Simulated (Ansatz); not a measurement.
# Geometry relaxation, with input and output: SiH₂Cl₂

SiH₂Cl₂, computed with RKS PBE0-D4/def2-TZVP (Ansatz 0.2.0).

Figures and captions count atoms from 1; the log counts them from 0 in places.

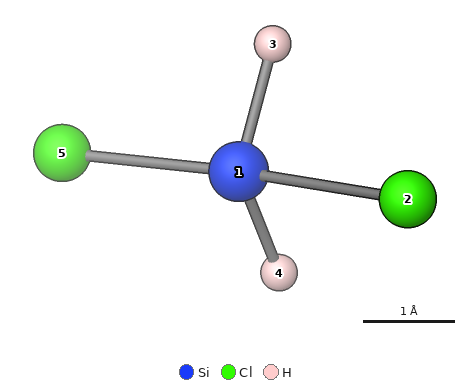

The starting structure (ball-and-stick view, seen at a tilt; atoms are numbered from 1 in the order of the input). Bond lengths as drawn: Cl–Si 2.18 to 2.31 Å and H–Si 1.47 Å.

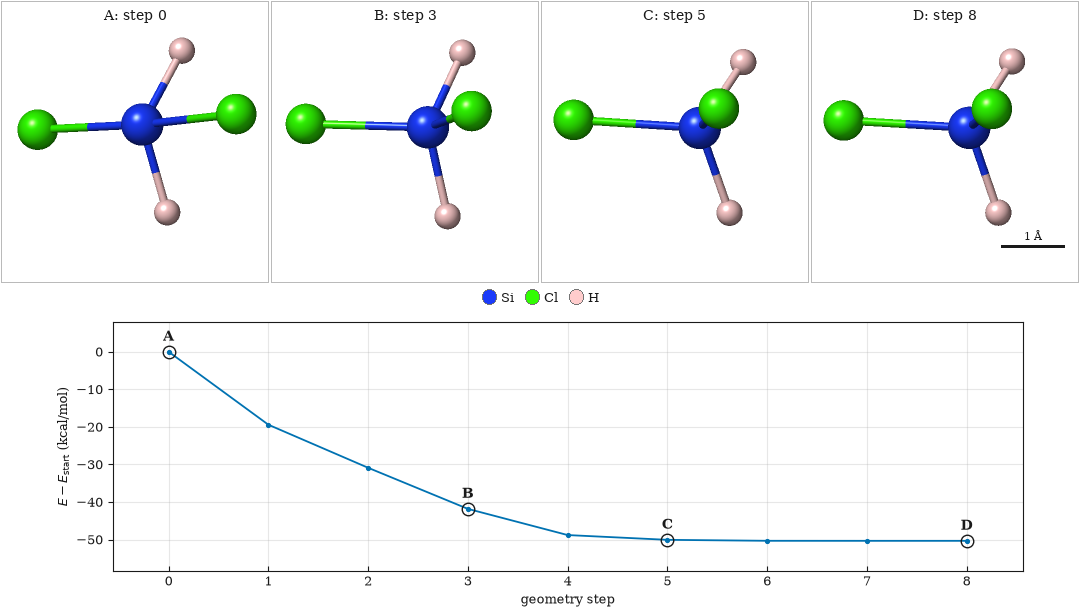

Frames of the relaxation (ball-and-stick view, seen at a tilt) above the curves, on which the letters mark them (the first geometry is step 0 here and step 1 in the log).

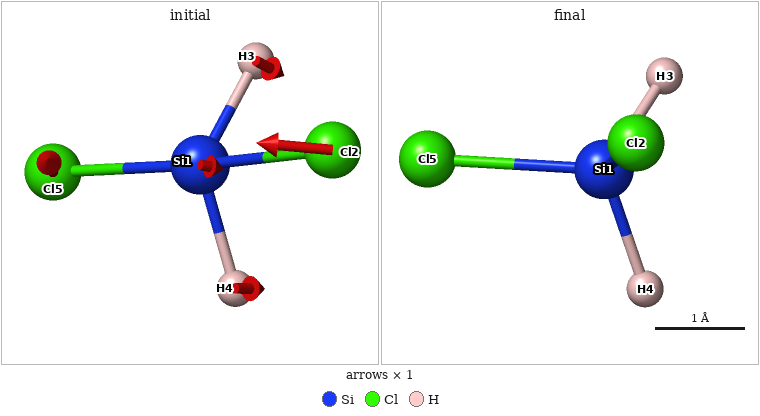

Before (left) and after (right) the relaxation, at one scale (ball-and-stick view, seen at a tilt). The red arrows give the displacements, at true length. Cl2 moves most after the best rigid fit: 0.87 Å. Largest moves by element: Cl 0.87 Å, H 0.50 Å, Si 0.33 Å. Distances before and after: Si1–Cl2 2.314 → 2.040 Å, Si1–Cl5 2.177 → 2.040 Å, Si1–H3 1.465 → 1.475 Å. Among the angles that change: Cl2–Si1–Cl5 170.2° → 110.1°, Cl2–Si1–H3 88.4° → 108.5°, Cl2–Si1–H4 89.1° → 108.5°. After 8 geometry steps the energy has fallen by 50.3 kcal/mol. Largest force component: 1.9 eV/Å at the start, 0.00073 eV/Å at the end. (Atoms are counted from 1 in the order of the input.)

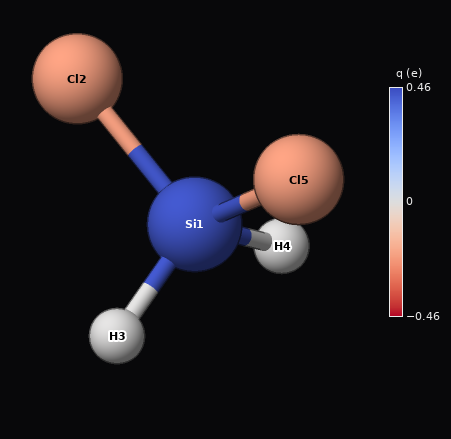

Mulliken charges, as the colour of each atom (ball-and-stick view, seen at a tilt; atoms are numbered from 1 in the order of the input). By element: Si +0.44, Cl −0.22 and H 0.00 e.

The input that produced these results follows, with the program's output.

### Input
```yaml
crystal:
  periodic: [false, false, false]
  atoms:
    - {symbol: Si, position_ang: [-0.893854, 0.615210, -0.362220]}
    - {symbol: Cl, position_ang: [-0.753134, -1.622823, -0.931791]}
    - {symbol: H, position_ang: [-1.099277, 0.921849, -1.780473]}
    - {symbol: H, position_ang: [-1.923346, 0.275915, 0.626042]}
    - {symbol: Cl, position_ang: [-0.671507, 2.685313, 0.274542]}
basis:
  gaussian: {orbitals: def2-TZVP}
hamiltonian: {xc: pbe0, dispersion: d4}
relax: {f_tol: 0.005, max_steps: 200}
```

Launch command:
```bash
ansatz run in.yaml --threads 8 --pin off --events-out ev --progress --plain --max-ram 19148MiB
```

### What the program printed
```
Functional definition: PBE0
  name "PBE0"
  cite "Adamo & Barone, J. Chem. Phys. 110, 6158 (1999) doi:10.1063/1.478522"
  cite "Perdew, Burke & Ernzerhof, Phys. Rev. Lett. 77, 3865 (1996) doi:10.1103/PhysRevLett.77.3865"
  parent pbe
  parameter a = 0.25
  parameter kappa = 0.804
  parameter beta = 0.06672455060314922
  exchange = (1 - a)*pbe_x(kappa = kappa, mu = beta*pi^2/3) + a*exact_x
  correlation = pbe_c(beta = beta)
892 factors; their error is unknown
mean field evaluation 1: about -32944.4937 eV, gradient 1.8e1 eV
mean field evaluation 2: about -32943.9777 eV, gradient 2.4e1 eV
mean field evaluation 4: about -32945.3673 eV, gradient 9.5e-1 eV
mean field evaluation 8: about -32945.4776 eV, gradient 1.3e-1 eV
mean field evaluation 16: about -32945.4776 eV, gradient 2.5e-5 eV
mean field -32945.47757730 eV, -1210.7239697191 hartree, gradient 2.5e-5 eV, S^2 0.000000; 0 other end points of the search recorded, 0 dependent functions left out
the calculation of the forces begins
reference -32945.47760450 eV, -1210.7239707186 hartree; 25, 25 occupied and 98, 98 virtual orbitals, 892 factors
relax step   1: F+E_penalty+E_count = -32945.56936479 eV  Δ(F+E_penalty+E_count) = +0.000e0 eV  max|allowed force component| = 1.860e0 eV/Å  Δτ_max = 0.0000 Å  (26 SCF iters, accepted)
these checks for a lower state are left out or cut short: starts, cluster_reference, orbital_swaps, neighbouring_geometries, increment
892 factors; their error is unknown
mean field -32946.31816804 eV, -1210.7548608591 hartree, gradient 8.9e-5 eV, S^2 0.000000; 0 other end points of the search recorded, 0 dependent functions left out
the calculation of the forces begins
reference -32946.31819577 eV, -1210.7548618780 hartree; 25, 25 occupied and 98, 98 virtual orbitals, 892 factors
relax step   2: F+E_penalty+E_count = -32946.41184813 eV  Δ(F+E_penalty+E_count) = -8.425e-1 eV  max|allowed force component| = 1.702e0 eV/Å  Δτ_max = 0.1945 Å  (29 SCF iters, accepted)
these checks for a lower state are left out or cut short: starts, cluster_reference, orbital_swaps, neighbouring_geometries, increment
892 factors; their error is unknown
mean field -32946.81116865 eV, -1210.7729782972 hartree, gradient 2.6e-5 eV, S^2 0.000000; 0 other end points of the search recorded, 0 dependent functions left out
the calculation of the forces begins
reference -32946.81119586 eV, -1210.7729792970 hartree; 25, 25 occupied and 98, 98 virtual orbitals, 892 factors
relax step   3: F+E_penalty+E_count = -32946.90887574 eV  Δ(F+E_penalty+E_count) = -4.970e-1 eV  max|allowed force component| = 9.752e-1 eV/Å  Δτ_max = 0.1972 Å  (28 SCF iters, accepted)
these checks for a lower state are left out or cut short: starts, cluster_reference, orbital_swaps, neighbouring_geometries, increment
892 factors; their error is unknown
mean field evaluation 32: about -32947.1757 eV, gradient 1.5e-3 eV
mean field -32947.28385634 eV, -1210.7903492494 hartree, gradient 6.7e-5 eV, S^2 0.000000; 0 other end points of the search recorded, 0 dependent functions left out
the calculation of the forces begins
reference -32947.28388345 eV, -1210.7903502457 hartree; 25, 25 occupied and 98, 98 virtual orbitals, 892 factors
relax step   4: F+E_penalty+E_count = -32947.38327013 eV  Δ(F+E_penalty+E_count) = -4.744e-1 eV  max|allowed force component| = 6.337e-1 eV/Å  Δτ_max = 0.1952 Å  (29 SCF iters, accepted)
these checks for a lower state are left out or cut short: starts, cluster_reference, orbital_swaps, neighbouring_geometries, increment
892 factors; their error is unknown
mean field -32947.58366264 eV, -1210.8013669275 hartree, gradient 6.3e-5 eV, S^2 0.000000; 0 other end points of the search recorded, 0 dependent functions left out
the calculation of the forces begins
reference -32947.58369010 eV, -1210.8013679367 hartree; 25, 25 occupied and 98, 98 virtual orbitals, 892 factors
relax step   5: F+E_penalty+E_count = -32947.68552515 eV  Δ(F+E_penalty+E_count) = -3.023e-1 eV  max|allowed force component| = 3.271e-1 eV/Å  Δτ_max = 0.1950 Å  (29 SCF iters, accepted)
these checks for a lower state are left out or cut short: starts, cluster_reference, orbital_swaps, neighbouring_geometries, increment
892 factors; their error is unknown
mean field -32947.63695397 eV, -1210.8033253479 hartree, gradient 1.1e-5 eV, S^2 0.000000; 0 other end points of the search recorded, 0 dependent functions left out
the calculation of the forces begins
reference -32947.63698160 eV, -1210.8033263635 hartree; 25, 25 occupied and 98, 98 virtual orbitals, 892 factors
relax step   6: F+E_penalty+E_count = -32947.74062447 eV  Δ(F+E_penalty+E_count) = -5.510e-2 eV  max|allowed force component| = 1.749e-1 eV/Å  Δτ_max = 0.1739 Å  (26 SCF iters, accepted)
these checks for a lower state are left out or cut short: starts, cluster_reference, orbital_swaps, neighbouring_geometries, increment
892 factors; their error is unknown
mean field -32947.64859794 eV, -1210.8037532561 hartree, gradient 6.4e-5 eV, S^2 0.000000; 0 other end points of the search recorded, 0 dependent functions left out
the calculation of the forces begins
reference -32947.64862558 eV, -1210.8037542716 hartree; 25, 25 occupied and 98, 98 virtual orbitals, 892 factors
relax step   7: F+E_penalty+E_count = -32947.75175144 eV  Δ(F+E_penalty+E_count) = -1.113e-2 eV  max|allowed force component| = 6.588e-2 eV/Å  Δτ_max = 0.0557 Å  (23 SCF iters, accepted)
these checks for a lower state are left out or cut short: starts, cluster_reference, orbital_swaps, neighbouring_geometries, increment
892 factors; their error is unknown
mean field -32947.64892189 eV, -1210.8037651609 hartree, gradient 6.2e-5 eV, S^2 0.000000; 0 other end points of the search recorded, 0 dependent functions left out
the calculation of the forces begins
reference -32947.64894951 eV, -1210.8037661760 hartree; 25, 25 occupied and 98, 98 virtual orbitals, 892 factors
relax step   8: F+E_penalty+E_count = -32947.75213477 eV  Δ(F+E_penalty+E_count) = -3.833e-4 eV  max|allowed force component| = 7.700e-3 eV/Å  Δτ_max = 0.0050 Å  (25 SCF iters, accepted)
these checks for a lower state are left out or cut short: starts, cluster_reference, orbital_swaps, neighbouring_geometries, increment
892 factors; their error is unknown
mean field -32947.64892889 eV, -1210.8037654180 hartree, gradient 3.7e-5 eV, S^2 0.000000; 0 other end points of the search recorded, 0 dependent functions left out
the calculation of the forces begins
reference -32947.64895651 eV, -1210.8037664331 hartree; 25, 25 occupied and 98, 98 virtual orbitals, 892 factors
relax step   9: F+E_penalty+E_count = -32947.75214046 eV  Δ(F+E_penalty+E_count) = -5.686e-6 eV  max|allowed force component| = 7.335e-4 eV/Å  Δτ_max = 0.0009 Å  (17 SCF iters, accepted)
892 factors; their error is unknown
mean field evaluation 64: about -32947.6489 eV, gradient 3.7e-5 eV
mean field -32947.64892889 eV, -1210.8037654180 hartree, gradient 3.7e-5 eV, S^2 0.000000; 1 other end points of the search recorded, 0 dependent functions left out
the calculation of the forces begins
reference -32947.64895651 eV, -1210.8037664331 hartree; 25, 25 occupied and 98, 98 virtual orbitals, 892 factors
Total energy: -32947.75216808 eV, -1210.8075593884 hartree
Atom 0 at    -1.201782     0.588885    -0.476532 Å, force    -0.000734    -0.000003    -0.000253 eV/Å
Atom 1 at    -0.118206    -1.136959    -0.577058 Å, force     0.000170     0.000013     0.000062 eV/Å
Atom 2 at    -1.594293     0.975461    -1.845249 Å, force     0.000229     0.000028    -0.000029 eV/Å
Atom 3 at    -2.361539     0.362532     0.406995 Å, force     0.000164    -0.000023     0.000164 eV/Å
Atom 4 at    -0.065298     2.085545     0.317945 Å, force     0.000170    -0.000016     0.000055 eV/Å
Dipole moment:    -0.227304     0.023470    -0.071055 e Å
```

### Trajectory as extended XYZ (Å, eV, eV/Å), 9 frames, from step=1 to step=9
```
5
Properties=species:S:1:pos:R:3:forces:R:3 step=1 energy=-32945.56937
Si   -0.8939    0.6152   -0.3622   -1.8599  -0.5220  -0.7842
Cl   -0.7531   -1.6228   -0.9318    0.8796   1.8202   0.8249
H    -1.0993    0.9218   -1.7805    0.0948   0.1622  -0.0834
H    -1.9233    0.2759    0.6260    0.0285   0.0585   0.1631
Cl   -0.6715    2.6853    0.2745    0.8570  -1.5189  -0.1204
5
Properties=species:S:1:pos:R:3:forces:R:3 step=2 energy=-32946.41185
Si   -1.0546    0.6043   -0.4216   -0.2278  -0.5374  -0.2197
Cl   -0.6050   -1.5263   -0.8506    0.4755   1.7015   0.6337
H    -1.1508    0.9558   -1.8393   -0.3905   0.0926  -0.0764
H    -2.0005    0.2807    0.6488   -0.3586   0.1020  -0.1406
Cl   -0.5301    2.5610    0.2887    0.5014  -1.3587  -0.1970
5
Properties=species:S:1:pos:R:3:forces:R:3 step=3 energy=-32946.90888
Si   -1.0932    0.5753   -0.4428   -0.6640   0.3897  -0.1226
Cl   -0.5290   -1.3592   -0.7785    0.9752  -0.2424   0.2722
H    -1.2102    0.9624   -1.8515   -0.5768   0.0967  -0.1020
H    -2.0553    0.2899    0.6257   -0.5311   0.1217  -0.2203
Cl   -0.4534    2.4070    0.2731    0.7966  -0.3657   0.1728
5
Properties=species:S:1:pos:R:3:forces:R:3 step=4 energy=-32947.38327
Si   -1.1624    0.5736   -0.4668    0.1089   0.3028   0.1122
Cl   -0.3571   -1.3036   -0.7047    0.4670   0.3012   0.2457
H    -1.3468    0.9823   -1.8668   -0.5242  -0.0245   0.0009
H    -2.1767    0.3216    0.5669   -0.4164   0.0542  -0.3107
Cl   -0.2981    2.3015    0.2976    0.3648  -0.6337  -0.0481
5
Properties=species:S:1:pos:R:3:forces:R:3 step=5 energy=-32947.68553
Si   -1.1918    0.5830   -0.4747    0.0384   0.1734   0.0570
Cl   -0.2104   -1.2027   -0.6262    0.2147   0.1351   0.1093
H    -1.4933    0.9809   -1.8662   -0.2482  -0.0414   0.1262
H    -2.2928    0.3419    0.4814   -0.1252   0.0600  -0.2442
Cl   -0.1527    2.1722    0.3118    0.1203  -0.3271  -0.0483
5
Properties=species:S:1:pos:R:3:forces:R:3 step=6 energy=-32947.74062
Si   -1.2110    0.5860   -0.4801   -0.0168   0.0018  -0.0122
Cl   -0.0773   -1.1144   -0.5574   -0.1716   0.0036  -0.0554
H    -1.6270    0.9818   -1.8494    0.1136  -0.0675   0.1285
H    -2.3918    0.3717    0.3941    0.1749  -0.0202  -0.0503
Cl   -0.0342    2.0503    0.3189   -0.1000   0.0823  -0.0106
5
Properties=species:S:1:pos:R:3:forces:R:3 step=7 energy=-32947.75175
Si   -1.2004    0.5896   -0.4760   -0.0535   0.0169  -0.0131
Cl   -0.1221   -1.1394   -0.5789    0.0136   0.0085   0.0061
H    -1.5913    0.9751   -1.8492    0.0095  -0.0097   0.0659
H    -2.3610    0.3598    0.4112    0.0451   0.0207  -0.0435
Cl   -0.0662    2.0903    0.3190   -0.0147  -0.0364  -0.0154
5
Properties=species:S:1:pos:R:3:forces:R:3 step=8 energy=-32947.75214
Si   -1.2021    0.5890   -0.4766   -0.0008  -0.0006  -0.0004
Cl   -0.1183   -1.1369   -0.5771   -0.0011   0.0014   0.0000
H    -1.5938    0.9756   -1.8460   -0.0009  -0.0019   0.0077
H    -2.3615    0.3623    0.4079    0.0039   0.0020  -0.0066
Cl   -0.0654    2.0855    0.3179   -0.0011  -0.0008  -0.0006
5
Properties=species:S:1:pos:R:3:forces:R:3 step=9 energy=-32947.75214
Si   -1.2018    0.5889   -0.4765   -0.0007   0.0000  -0.0003
Cl   -0.1182   -1.1370   -0.5771    0.0002   0.0000   0.0001
H    -1.5943    0.9755   -1.8452    0.0002   0.0000   0.0000
H    -2.3615    0.3625    0.4070    0.0002   0.0000   0.0002
Cl   -0.0653    2.0855    0.3179    0.0002   0.0000   0.0001
```

### Key numbers

| quantity | value |
| --- | --- |
| outcome | converged |
| total energy | −32947.7522 eV |
| mean-field energy | −32947.6490 eV |
| dispersion energy | −0.1032 eV |
| SCF solution under orbital rotations | stable |
| largest force (length of the vector) at the end | 0.001 eV/Å |
| dipole moment | 1.15 D |
| hardware | 8 threads of Intel Xeon @ 2.80GHz, 23 GiB of memory available, shared host |
| wall time | 5.5 s (CPU time 31 s) |
| peak memory | 0.58 GiB |
